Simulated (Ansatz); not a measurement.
C₄H₁₂SSi: several calculations on one system

### Relaxation

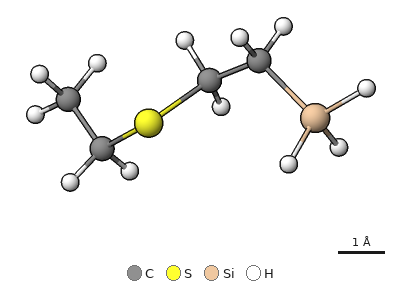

C$_{4}$H$_{12}$SSi, before the relaxation. A ball-and-stick model, seen at a tilt.

The run prepares an end point of a later path (torsion) calculation, from a guessed geometry.

Theory: RHF/STO-3G (Ansatz 0.2.0).

Input file:
```yaml
crystal:
  periodic: [false, false, false]
  atoms:
    - { symbol: C, position_ang: [-2.9188, 0.0181, 0.0841] }
    - { symbol: C, position_ang: [-1.9629, -0.9998, 0.4769] }
    - { symbol: S, position_ang: [-0.4643, -0.2753, 1.1473] }
    - { symbol: C, position_ang: [0.3591, 0.4456, -0.3635] }
    - { symbol: C, position_ang: [1.7029, 0.9595, -0.1493] }
    - { symbol: Si, position_ang: [3.0742, -0.2765, -0.0132] }
    - { symbol: H, position_ang: [-3.191, 0.7233, 0.9149] }
    - { symbol: H, position_ang: [-2.5656, 0.694, -0.7639] }
    - { symbol: H, position_ang: [-3.8902, -0.3993, -0.218] }
    - { symbol: H, position_ang: [-1.7093, -1.6418, -0.3467] }
    - { symbol: H, position_ang: [-2.4076, -1.6323, 1.2749] }
    - { symbol: H, position_ang: [-0.333, 1.2781, -0.6505] }
    - { symbol: H, position_ang: [0.222, -0.2902, -1.1722] }
    - { symbol: H, position_ang: [1.6989, 1.6343, 0.7646] }
    - { symbol: H, position_ang: [1.9478, 1.5921, -0.9834] }
    - { symbol: H, position_ang: [2.9547, -1.1075, 1.2166] }
    - { symbol: H, position_ang: [4.3974, 0.4318, 0.0361] }
    - { symbol: H, position_ang: [3.0481, -1.1427, -1.2024] }
basis:
  gaussian: { orbitals: STO-3G }
hamiltonian:
  xc: hf
relax:
  f_tol: 0.015
  max_steps: 40
```

Run as
```bash
ansatz run input.yaml --threads 1 --pin off --max-ram 2048MiB --backend cpu --events-out ev --progress --plain --runs-dir out
```

**Predict the outcome.**

H18 moves most after the best rigid fit: 0.41 Å. Largest moves by element: H 0.41 Å, S 0.20 Å, C 0.15 Å, Si 0.13 Å. Near-neighbour distances that change, for instance: C1–C2 1.451 → 1.544 Å, C4–C5 1.455 → 1.548 Å, Si6–H17 1.502 → 1.423 Å, Si6–H16 1.489 → 1.422 Å. Bond angles that change, for instance: C5–C4–H13 117.3° → 109.5°, S3–C4–H12 102.8° → 110.3°, H7–C1–H9 103.1° → 108.3°. Over 10 accepted moves (11 points after the start) the energy falls by 95.3 kJ/mol. The largest force component goes from 6.9 to 0.012 eV/Å. The line search rejected the trial step at point 5 of the run. The run took 22 s on 1 thread of Arm Neoverse V2, on a shared host, peak memory 0.11 GiB.

Step by step:

```
step  E − E(0), kJ/mol  largest force component, eV/Å      note
   0              0.00                         6.9124          
   1            -81.56                         1.9426          
   2            -92.27                         0.4986          
   3            -93.82                         0.2540          
   4            -94.78                         0.0638          
   5            -94.35                         0.2130  rejected
   6            -94.99                         0.0231          
   7            -95.15                         0.0739          
   8            -95.20                         0.0518          
   9            -95.26                         0.0180          
  10            -95.27                         0.0344          
  11            -95.28                         0.0123
```

The structure at the end:

```xyz
18

C    -2.9969    0.0623    0.1989
C    -1.8860   -0.9967    0.3702
S    -0.3288   -0.3705    1.0322
C     0.3048    0.4631   -0.4405
C     1.7387    1.0013   -0.2174
Si    3.0428   -0.3031    0.1064
H    -3.2115    0.5518    1.1445
H    -2.7094    0.8236   -0.5198
H    -3.9101   -0.4073   -0.1567
H    -1.7166   -1.4943   -0.5838
H    -2.2370   -1.7576    1.0644
H    -0.3436    1.2951   -0.7131
H     0.3026   -0.2247   -1.2859
H     1.7229    1.7119    0.6031
H     2.0207    1.5658   -1.1010
H     2.8970   -0.8632    1.4054
H     4.3308    0.2937    0.0087
H     2.9423   -1.3396   -0.8632
```

The end point in the same view:

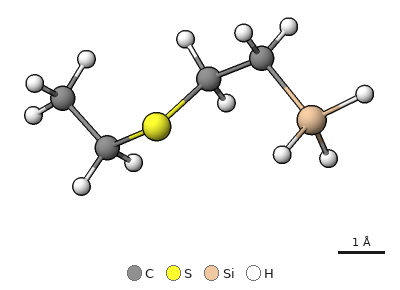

Limits of the set-up: STO-3G is a minimal basis, so the numbers are rough.

### Relaxation

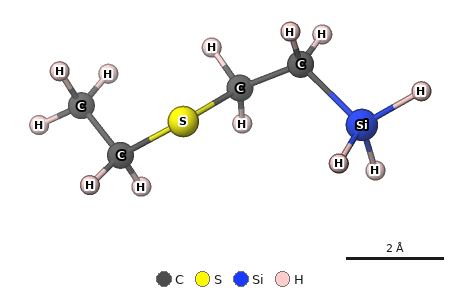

C4H12SSi, before the relaxation. Style: ball-and-stick. Shown at a tilt.

The run prepares an end point of a later path (torsion) calculation, from a guessed geometry.

Computed with RHF/STO-3G (Ansatz 0.2.0).

Input
```yaml
crystal:
  periodic: [false, false, false]
  atoms:
    - { symbol: C, position_ang: [-2.9188, 0.0181, 0.0841] }
    - { symbol: C, position_ang: [-1.9629, -0.9998, 0.4769] }
    - { symbol: S, position_ang: [-0.4643, -0.2753, 1.1473] }
    - { symbol: C, position_ang: [0.3591, 0.4456, -0.3635] }
    - { symbol: C, position_ang: [1.7029, 0.9595, -0.1493] }
    - { symbol: Si, position_ang: [3.0742, -0.2765, -0.0132] }
    - { symbol: H, position_ang: [-3.191, 0.7233, 0.9149] }
    - { symbol: H, position_ang: [-2.5656, 0.694, -0.7639] }
    - { symbol: H, position_ang: [-3.8902, -0.3993, -0.218] }
    - { symbol: H, position_ang: [-1.7093, -1.6418, -0.3467] }
    - { symbol: H, position_ang: [-2.4076, -1.6323, 1.2749] }
    - { symbol: H, position_ang: [-0.333, 1.2781, -0.6505] }
    - { symbol: H, position_ang: [0.222, -0.2902, -1.1722] }
    - { symbol: H, position_ang: [1.6989, 1.6343, 0.7646] }
    - { symbol: H, position_ang: [1.9478, 1.5921, -0.9834] }
    - { symbol: H, position_ang: [3.09439, -1.21519, -1.16892] }
    - { symbol: H, position_ang: [2.90671, -1.08973, 1.23803] }
    - { symbol: H, position_ang: [4.35408, 0.44554, 0.06261] }
basis:
  gaussian: { orbitals: STO-3G }
hamiltonian:
  xc: hf
relax:
  f_tol: 0.015
  max_steps: 40
output:
  orbitals: {}
```

Command:
```bash
ansatz run input.yaml --threads 1 --pin off --max-ram 2048MiB --backend cpu --events-out ev --progress --plain --runs-dir out
```

Predict the outcome.

The largest move after the best rigid fit is that of H16, 0.38 Å. Largest moves by element: H 0.38 Å, S 0.19 Å, Si 0.14 Å, C 0.14 Å. Near-neighbour distances that change, for instance: C1–C2 1.451 → 1.544 Å, C4–C5 1.455 → 1.548 Å, Si6–H17 1.502 → 1.422 Å, Si6–H16 1.489 → 1.423 Å. Among the angles between lasting bonds that change: C5–C4–H13 117.3° → 109.5°, S3–C4–H12 102.8° → 110.3°, H7–C1–H9 103.1° → 108.3°. Over 11 geometry steps the energy falls by 0.994 eV. The largest force component goes from 6.9 to 0.011 eV/Å. Cost: 22 s on 1 thread of Arm Neoverse V2, on a shared host, peak memory 0.11 GiB.

The structure at the end:

```xyz
18

C    -2.9984    0.0613    0.1882
C    -1.8894   -0.9967    0.3763
S    -0.3355   -0.3654    1.0411
C     0.3027    0.4598   -0.4344
C     1.7364    0.9978   -0.2096
Si    3.0391   -0.3063    0.1204
H    -3.2168    0.5619    1.1269
H    -2.7070    0.8139   -0.5381
H    -3.9103   -0.4117   -0.1661
H    -1.7151   -1.5043   -0.5715
H    -2.2446   -1.7501    1.0764
H    -0.3441    1.2909   -0.7131
H     0.3023   -0.2325   -1.2762
H     1.7192    1.7107    0.6088
H     2.0206    1.5596   -1.0941
H     2.9394   -1.3463   -0.8456
H     2.8910   -0.8620    1.4213
H     4.3276    0.2898    0.0229
```

After the run, drawn alike:

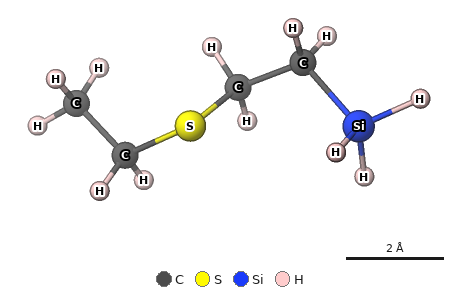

Limits of the set-up: STO-3G is a minimal basis, so the numbers are rough.

### Path

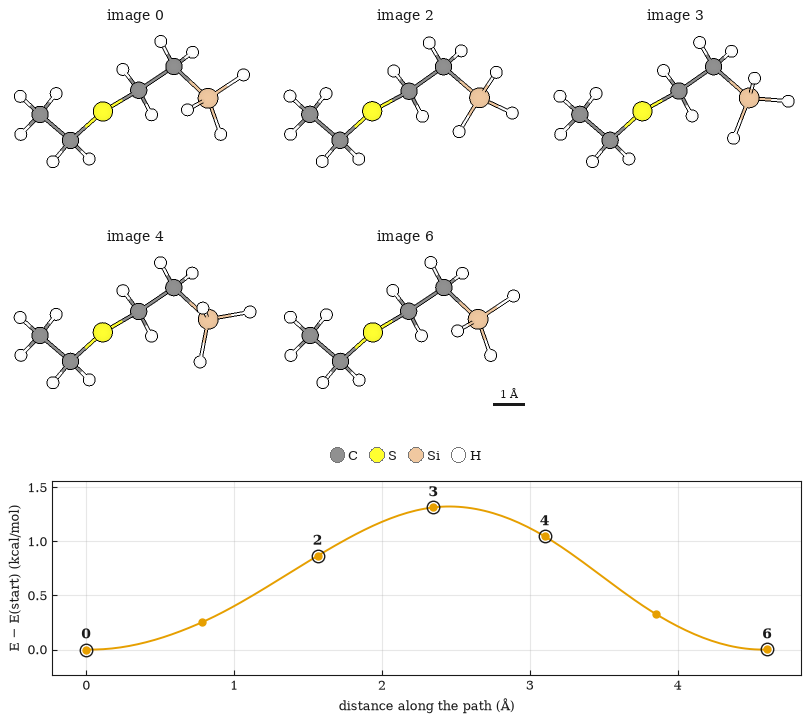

A search for the minimum-energy path of C$_{4}$H$_{12}$SSi by the nudged elastic band. Images are numbered from 0 (start) to 6 (end). Style: ball-and-stick. Shown from a free direction.

These are results of Ansatz 0.2.0, RHF/STO-3G, not measurements. Run with 5 movable images; climbing image; force threshold 0.05 eV/Å; iteration limit 60; starting path by image-dependent pair potential.

Q: Read off the barrier and say what moves.

A: The two ends have the same energy, and the highest point, image 3, lies 1.31 kcal/mol above the start. The motion is a rotation about the C–Si bond by about 120°. No bond forms or breaks between the ends. The band converged in 4 iterations, with a climbing image at the top.

Limits of the set-up: STO-3G is a minimal basis, so the numbers are rough.

The run took 39 s on 1 thread of Arm Neoverse V2, with other jobs on the host, peak memory 0.23 GiB.
